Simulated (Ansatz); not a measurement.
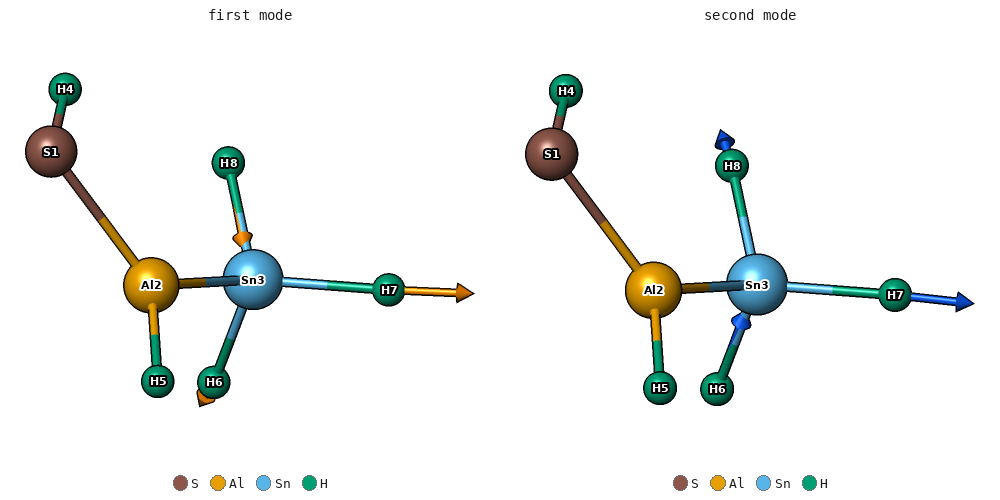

The system is AlH5SSn, SMILES [SH][AlH][SnH3]; the picture shows the reference structure; its two panels give the patterns of the first and the second mode as arrows. The first coordinate is: normal mode 14 (1985 cm⁻¹); the second: normal mode 15 (1986 cm⁻¹). Nothing is relaxed (straight displacements along the two mass-weighted modes). Grid: 9 × 9 points. Points are written as (first, second). All energies are given in eV relative to the lowest grid point. These are results of RHF/def2-TZVP (Ansatz), not measurements.

Its coordinates:

```xyz
8

S    -1.6280    0.7015   -2.2418
Al    0.1029    1.0165   -0.9340
Sn    0.5752   -0.6126    1.1620
H    -2.1212   -0.3664   -1.6220
H     1.0093    2.2419   -1.3253
H     0.5769    0.2471    2.6424
H     2.0962   -1.3874    1.0295
H    -0.6114   -1.8407    1.2891
```

Range: normal mode 14 (1985 cm⁻¹) from −0.203 to 0.203 amu½·Å; normal mode 15 (1986 cm⁻¹) from −0.203 to 0.203 amu½·Å.

Question: What will the energy surface look like?

Answer: The lowest grid point is at (0.000 amu½·Å, 0.000 amu½·Å). It is the only kind of minimum in the scanned range. The highest grid point, (−0.203 amu½·Å, −0.203 amu½·Å), lies 0.737 eV above the lowest.

```
second ↓, first →  −0.203  −0.153  −0.102  −0.051  0.000  0.051  0.102  0.153  0.203
            0.203   0.618   0.506   0.421   0.362  0.332  0.332  0.362  0.426  0.527
            0.153   0.453   0.342   0.259   0.206  0.182  0.189  0.229  0.304  0.419
            0.102   0.346   0.233   0.150   0.099  0.079  0.092  0.140  0.225  0.352
            0.051   0.292   0.174   0.089   0.037  0.019  0.036  0.091  0.184  0.322
            0.000   0.289   0.163   0.073   0.018  0.000  0.019  0.078  0.179  0.326
           −0.051   0.333   0.197   0.099   0.039  0.018  0.038  0.100  0.206  0.362
           −0.102   0.423   0.273   0.164   0.097  0.072  0.090  0.154  0.265  0.428
           −0.153   0.558   0.391   0.269   0.192  0.161  0.175  0.238  0.352  0.522
           −0.203   0.737   0.550   0.412   0.323  0.282  0.292  0.353  0.469  0.643
```

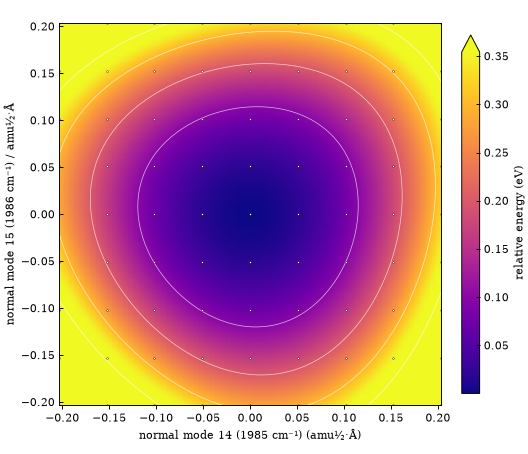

The picture shows a smooth colour map with a few white contour lines, dots at the grid points, one colour for all values above the top of the scale. Between grid points the surface is interpolated.

Each point was launched as `ansatz run input.yaml --threads 1 --pin off --max-ram 2560MiB --backend cpu --events-out ev --progress --plain --runs-dir out`. Time for the 81 points that were run: 13 min on 1 thread of Arm Neoverse V1, with other jobs on the host.
